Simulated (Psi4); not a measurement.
# BCl2 (SMILES Cl[B]Cl): UTPSS/heavy-aug-cc-pVDZ (sweep point 3)

What is the vertical ionisation energy of BCl2 at UTPSS/heavy-aug-cc-pVDZ (sweep point 3)? 

Program for the calculation: Psi4 1.11.

## Step 1: The structure to begin with

The species is BCl2 (3 atoms), meant as a doublet with charge 0. As SMILES, `Cl[B]Cl`. Geometry: relaxed at PBE0-D4/def2-TZVP.

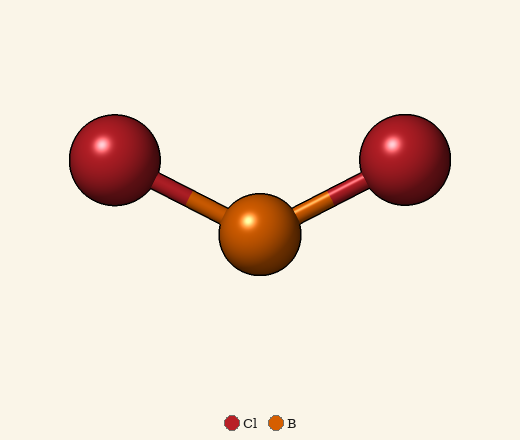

Viewed from a chosen angle; chlorine red, boron orange.

## Step 2: The energy at UTPSS/heavy-aug-cc-pVDZ (sweep point 3)

Contents of job.dat:

```
memory 1.6 GB

molecule mol {
  0 2
  Cl     0.371500    -1.525600     0.030000
  B     -0.463900    -0.050300    -0.256900
  Cl     0.081500     1.511100     0.213700
  units angstrom
  symmetry c1
}

set {
  basis heavy-aug-cc-pVDZ
  reference uks
  puream true
  scf_type pk
  dft_radial_points 99
  dft_spherical_points 590
  maxiter 150
}

energy('tpss')
```

Launch:

```console
$ psi4 -n 1 job.dat job.out
```

job.out:

```text
[...]
  Running in c1 symmetry.
[...]
  Nuclear repulsion =  102.359078461763858
[...]
  Multiplicity = 2
[...]
  Nalpha       = 20
  Nbeta        = 19
[...]
    Number of basis functions: 77
[...]
   @UKS iter   1:  -945.21904265499722    1.78954e-03   4.84925e-03 ADIIS/DIIS
[...]
   @UKS iter   8:  -945.31447754781095   -1.85756e-07   7.92775e-07 DIIS
[...]
   @S^2 Observed:                7.535486406E-01
[...]
    Orbital Energies [Eh]
    ---------------------
    Alpha Occupied:
       1A   -101.039661     2A   -101.039650     3A     -9.278926
       4A     -9.278901     5A     -7.056391     6A     -7.056380
       7A     -7.050496     8A     -7.050485     9A     -7.048695
      10A     -7.048683    11A     -6.717515    12A     -0.829965
      13A     -0.800000    14A     -0.484885    15A     -0.415761
      16A     -0.365527    17A     -0.364552    18A     -0.321444
      19A     -0.308883    20A     -0.197459
    Alpha Virtual:
      21A     -0.104190    22A     -0.004252    23A      0.012646
      24A      0.017329    25A      0.022303    26A      0.032667
[...]
  @UKS Final Energy:  -945.31447754781095
   => Energetics <=
    Nuclear Repulsion Energy =            102.3590784617638576
    One-Electron Energy =               -1506.8515710473941454
    Two-Electron Energy =                 519.7744684209451407
    DFT Exchange-Correlation Energy =     -60.5964533831257910
    Empirical Dispersion Energy =           0.0000000000000000
    VV10 Nonlocal Energy =                  0.0000000000000000
    Total Energy =                       -945.3144775478109523
[...]
 Multipole Moments:
 ------------------------------------------------------------------------------------
     Multipole            Electronic (a.u.)      Nuclear  (a.u.)        Total (a.u.)
 ------------------------------------------------------------------------------------
 L = 1.  Multiply by 2.5417464519 to convert [e a0] to [Debye]
 Dipole X            :         -0.3348103            0.4527417            0.1179314
 Dipole Y            :         -0.0184810            0.0248715            0.0063904
 Dipole Z            :         -0.0000000           -0.0000000           -0.0000000
 Magnitude           :                                                    0.1181044
[...]
```

Run time: 23 s. Hardware: 1 thread of Intel Xeon Platinum 8488C (Sapphire Rapids), shared host; peak memory 0.83 GiB.

## Step 3: The singlet cation at the same level

Contents of input.in:

```
memory 1.6 GB

molecule {
  1 1
  Cl     0.371500    -1.525600     0.030000
  B     -0.463900    -0.050300    -0.256900
  Cl     0.081500     1.511100     0.213700
  symmetry c1
}

set globals {
  basis heavy-aug-cc-pVDZ
  puream true
  scf_type pk
  dft_radial_points 99
  dft_spherical_points 590
}

result = energy("tpss")
print_variables()
```

Launch:

```console
$ psi4 -n 1 input.in input.out
```

input.out:

```text
[...]
  Running in c1 symmetry.
[...]
  Nuclear repulsion =  102.359078461763858
[...]
  Multiplicity = 1
[...]
  Nalpha       = 19
  Nbeta        = 19
[...]
    Number of basis functions: 77
[...]
   @RKS iter   1:  -944.97065808726825    2.50174e-01   2.63045e-03 ADIIS/DIIS
[...]
   @RKS iter   7:  -944.99310414396086   -4.65830e-08   5.03918e-07 DIIS
[...]
    Orbital Energies [Eh]
    ---------------------
    Doubly Occupied:
       1A   -101.313997     2A   -101.313995     3A     -9.549180
       4A     -9.549158     5A     -7.328461     6A     -7.328460
       7A     -7.319651     8A     -7.319650     9A     -7.318966
      10A     -7.318965    11A     -7.044972    12A     -1.086057
      13A     -1.055877    14A     -0.737410    15A     -0.673462
      16A     -0.612096    17A     -0.610613    18A     -0.564303
      19A     -0.553273
[...]
  @RKS Final Energy:  -944.99310414396086
   => Energetics <=
    Nuclear Repulsion Energy =            102.3590784617638576
    One-Electron Energy =               -1496.4922194079945257
    Two-Electron Energy =                 509.3800335736746092
    DFT Exchange-Correlation Energy =     -60.2399967714047548
    Empirical Dispersion Energy =           0.0000000000000000
    VV10 Nonlocal Energy =                  0.0000000000000000
    Total Energy =                       -944.9931041439608634
[...]
 Multipole Moments:
 ------------------------------------------------------------------------------------
     Multipole            Electronic (a.u.)      Nuclear  (a.u.)        Total (a.u.)
 ------------------------------------------------------------------------------------
 L = 1.  Multiply by 2.5417464519 to convert [e a0] to [Debye]
 Dipole X            :         -1.0455495            0.4527417           -0.5928078
 Dipole Y            :         -0.0575897            0.0248715           -0.0327182
 Dipole Z            :          0.0000000           -0.0000000            0.0000000
 Magnitude           :                                                    0.5937100
[...]
```

It took 18 s on 1 thread of Intel Xeon Platinum 8488C (Sapphire Rapids), shared host; peak memory 0.81 GiB.

## Step 4: Outcome

Level: UTPSS/heavy-aug-cc-pVDZ (sweep point 3).

| quantity | value |
| --- | --- |
| doublet BCl2: total energy | -945.31448 Eh |
| doublet BCl2: dipole moment | 0.30 D |
| doublet BCl2: HOMO energy (highest over α and β) | -5.37 eV |
| doublet BCl2: LUMO energy (lowest over α and β) | -2.99 eV |
| doublet BCl2: ⟨S²⟩ | 0.754 |
| singlet cation: total energy | -944.99310 Eh |
| singlet cation: HOMO energy | -15.06 eV |
| singlet cation: LUMO energy | -11.82 eV |
| singlet cation: HOMO–LUMO gap | 3.23 eV |
| vertical ionisation energy (to the singlet cation) | 8.745 eV |

**Reading.** Removing an electron at fixed nuclei costs 8.75 eV (844 kJ/mol). Only the singlet of the ionised species was computed; a triplet could lie lower.
